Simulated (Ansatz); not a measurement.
## Electronic structure of NH$_{3}$···CH$_{3}$I in real space

The calculation's input:

```
crystal:
  periodic: [false, false, false]
  atoms:
    - {symbol: N, position_ang: [-0.017892, 0.096765, -1.773212]}
    - {symbol: H, position_ang: [0.711044, -0.558816, -1.514575]}
    - {symbol: H, position_ang: [-0.658025, -0.393626, -2.385663]}
    - {symbol: H, position_ang: [0.418494, 0.828583, -2.320368]}
    - {symbol: C, position_ang: [-0.269764, 0.160650, 1.598738]}
    - {symbol: I, position_ang: [1.342196, -1.236500, 1.599816]}
    - {symbol: H, position_ang: [0.061216, 1.034470, 2.151718]}
    - {symbol: H, position_ang: [-0.475805, 0.387371, 0.554128]}
    - {symbol: H, position_ang: [-1.111464, -0.318696, 2.089319]}
basis:
  gaussian: {orbitals: "def2-TZVPPD.json"}
hamiltonian: {xc: pbe0, dispersion: d4}
output: {orbitals: {seedname: orbitals}}
```

Command:

```sh
ansatz run in.yaml --threads 4 --pin off --events-out ev --progress --plain --max-ram 9574MiB
```

Geometry: PBE0-D4/def2-TZVP; core potentials replace the inner electrons of I.

Level of theory: Ansatz, RKS PBE0-D4/def2-TZVPPD.

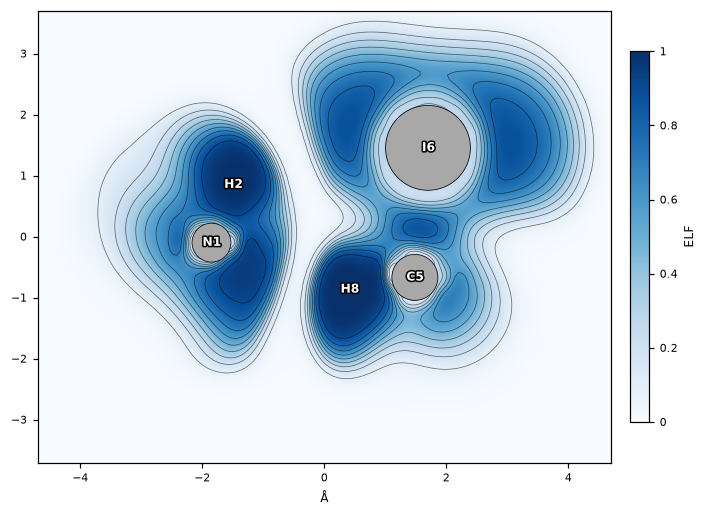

Figure 1. ELF on the plane of atoms I6, C5 and H8. Grey discs cover the atomic cores.

What do the fields say about this system?

- Atoms in the plane: N, H, C and I.
- N1···H8 (2.39 Å): the ELF dips to about 0.05 between them.
- C–I (2.13 Å): the ELF peaks at about 0.85 between the atoms; a covalent bond.
- N–H (1.01 Å): the ELF climbs to about 1 towards the hydrogen, as it does in any bond to H (a covalent bond by its length).
- C–H (1.09 Å): the ELF climbs to about 1 towards the hydrogen: an ordinary covalent bond to hydrogen.
- The ELF also peaks beside I6, away from the bonds: lone-pair regions.

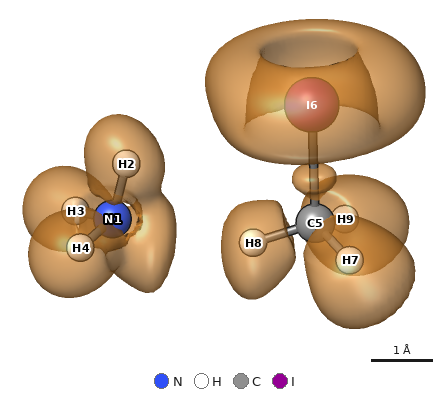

Figure 2. Isosurface of the electron localisation function at 0.75 (orange), seen at a tilt. Core shells and regions of very low density are left out.

Where are the electrons localised?

At this value the surface marks out one region between bonded C–I atoms (shared pairs), three regions around hydrogen nuclei, one ring or bowl of non-bonding electrons around I and one joined region spread over several atoms (H, N), in which their bonds and any lone pairs are merged.

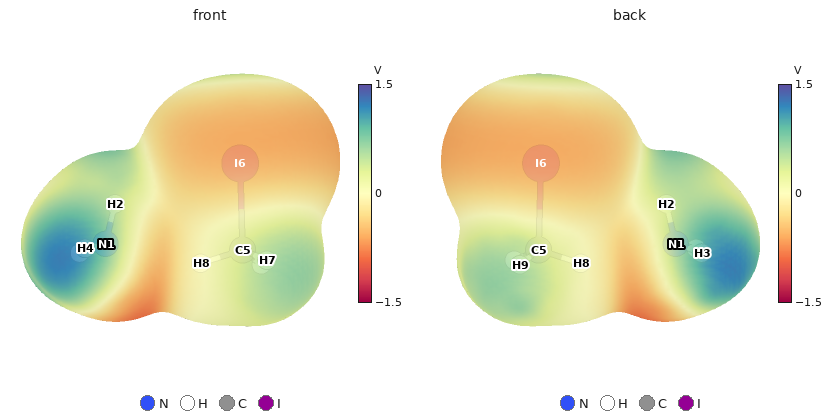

Figure 3. The electrostatic potential painted on the density surface at 0.001 e/bohr³, seen from the front and from behind; red is negative and blue positive.

Which sites attract a positive test charge, and which a negative one?

A positive charge is drawn to the negative regions and a negative charge to the positive ones. The most negative region (about −0.8 V, or −18 kcal/mol for a unit charge) lies over N1, the most positive (about +1.2 V, or +28 kcal/mol for a unit charge) over H3 and H4. I6 shows a σ-hole: about +0.5 V, or +12 kcal/mol for a unit charge at the tip opposite its bond, against about −0.5 V, or −12 kcal/mol for a unit charge on its flanks.
